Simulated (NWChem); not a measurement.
# AlH3 (SMILES [H][Al]([H])[H]): r2SCAN-L/aug-pcseg-1

Aim: the energy change on altering one bond length of AlH3 at r2SCAN-L/aug-pcseg-1, from 2 runs. 

The results are computed with NWChem 7.3.0.

6 further runs of the same task are left out: 2 that didn't finish, 4 set aside as unsound or not needed.

### 1 The system as given

AlH3 has 4 atoms, charge 0, and is taken as a singlet. As SMILES, `[H][Al]([H])[H]`. The shape comes from GFN2-xTB, which is rough for such elements, and wasn't checked as a minimum.

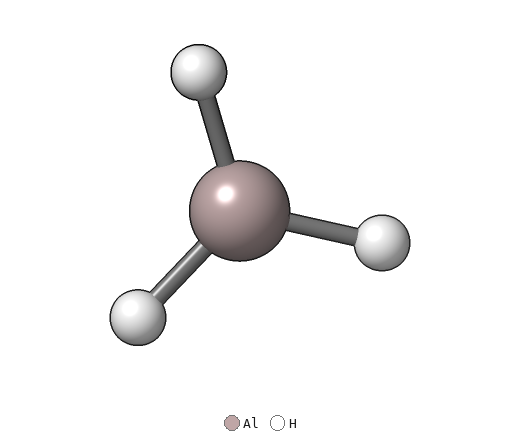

The structure, seen from a chosen angle (aluminium light grey, hydrogen white).

### 2 The charge distribution at r2SCAN-L/aug-pcseg-1

File alh3.nw:

```
start alh3
title "AlH3 r2SCAN-L"
memory stack 880 mb heap 220 mb global 1100 mb
geometry units angstrom noautoz
Al   -0.000010   -0.000020    0.000020
H     1.552650   -0.030520    0.014610
H    -0.749810    1.359840   -0.019120
H    -0.802830   -1.329300    0.004480
end
basis "ao basis" spherical bse
Al library aug-pcseg-1
H library aug-pcseg-1
end
dft
xc r2scanl
grid medium
mulliken
print low
end
property
electrondensity
octupole
end
task dft property
```

Started as:

```sh
$ nwchem alh3.nw > alh3.out
```

The log of the run:

```text
[...]
 Group name             C3h
[...]
 d= 0,ls=0.0,diis     1   -244.2544089008 -2.58D+02  9.98D-03  3.61D-02     0.3
[...]
 d= 0,ls=0.0,diis     5   -244.2636924280 -4.74D-08  4.29D-06  2.70D-08     1.0
         Total DFT energy =     -244.263692427986
      One electron energy =     -366.459488404845
           Coulomb energy =      128.155530360327
    Exchange-Corr. energy =      -19.839195024470
 Nuclear repulsion energy =       13.879460641002
[...]
      Total Density - Mulliken Population Analysis
     ---------------------------------------------
    Atom       Charge   Shell Charges
 -----------   ------   -------------------------------------------------------
    1 Al  13    12.17   2.00  1.99  0.90 -0.03 -0.06  5.99  1.38 -0.01 -0.02  0.07 -0.04
    2 H    1     1.28   0.75  0.45  0.07  0.00 -0.00
    3 H    1     1.28   0.75  0.45  0.07  0.00 -0.00
    4 H    1     1.28   0.75  0.45  0.07  0.00 -0.00
[...]
```

Run time: 1.5 s. Hardware: 1 thread of AMD EPYC 9R45 (Zen 5), shared host; peak memory 0.11 GiB.

Atomic charges (e):

| atom | Mulliken | Löwdin |
| --- | --- | --- |
| Al1 | +0.830 | +0.780 |
| H2 | -0.280 | -0.260 |
| H3 | -0.280 | -0.260 |
| H4 | -0.280 | -0.260 |

### 3 The distorted shape

File calc.xyz:

```xyz
4

Al     0.187440    -0.339985     0.004805
H      1.740100    -0.370485     0.019395
H     -0.749810     1.359840    -0.019120
H     -0.615380    -1.669265     0.009265
```

File calc.nw:

```
start calc
memory total 2200 mb
charge 0

geometry noautoz
   load calc.xyz
end

basis spherical bse
   * library aug-pcseg-1
end

dft
   xc r2scanl
   grid medium
   mulliken
end

property
   electrondensity
   octupole
end

task dft property
```

Started as:

```sh
$ nwchem calc.nw > calc.out
```

The log of the run:

```text
[...]
 Group name             C2v
[...]
          Wavefunction type:  closed shell.
          No. of atoms     :     4
          No. of electrons :    16
[...]
          Charge           :     0
          Spin multiplicity:     1
[...]
          AO basis - number of functions:    54
[...]
              XC Information
              --------------
                    r^2SCAN-L Method XC Functional
             r^2SCAN-L metaGGA Exchange Functional  1.000
                   r^2SCAN-L Correlation Potential  1.000
[...]
 d= 0,ls=0.0,diis     1   -244.2314392573 -2.57D+02  1.08D-02  3.99D-02     0.3
[...]
 d= 0,ls=0.0,diis     7   -244.2432103781 -4.73D-08  3.66D-07  1.59D-10     1.3
         Total DFT energy =     -244.243210378072
      One electron energy =     -364.387945782517
           Coulomb energy =      126.962981338822
    Exchange-Corr. energy =      -19.767328864630
 Nuclear repulsion energy =       12.949082930253
[...]
      Total Density - Mulliken Population Analysis
     ---------------------------------------------
    Atom       Charge   Shell Charges
 -----------   ------   -------------------------------------------------------
    1 Al  13    11.99   2.00  1.99  0.91 -0.02 -0.07  5.99  1.27 -0.08 -0.03  0.06 -0.05
    2 H    1     1.25   0.75  0.44  0.06  0.00  0.00
    3 H    1     1.51   0.64  0.70  0.14  0.00  0.02
    4 H    1     1.25   0.75  0.44  0.06  0.00  0.00
[...]
```

Wall time 1.9 s (1 thread of AMD EPYC 9R45 (Zen 5), shared host); peak memory 0.11 GiB.

Atomic charges (e):

| atom | Mulliken | Löwdin |
| --- | --- | --- |
| Al1 | +1.010 | +0.780 |
| H2 | -0.250 | -0.270 |
| H3 | -0.510 | -0.230 |
| H4 | -0.250 | -0.270 |

### 4 Summary of results

Level: r2SCAN-L/aug-pcseg-1.

| quantity | value |
| --- | --- |
| first shape: total energy | -244.26369 Eh |
| distorted shape: total energy | -244.24321 Eh |
| distorted shape: dipole moment | 0.79 D |
| distorted shape: HOMO energy | -6.93 eV |
| distorted shape: LUMO energy | -2.50 eV |
| distorted shape: HOMO–LUMO gap | 4.43 eV |
| energy change with the Al1–H3 bond stretched from 1.553 to 1.941 Å | 0.557 eV |

In words: With the Al1–H3 bond stretched from 1.553 to 1.941 Å the energy rises by 0.56 eV (12.9 kcal/mol). The first shape isn't relaxed at this level, so the change isn't measured from a minimum.
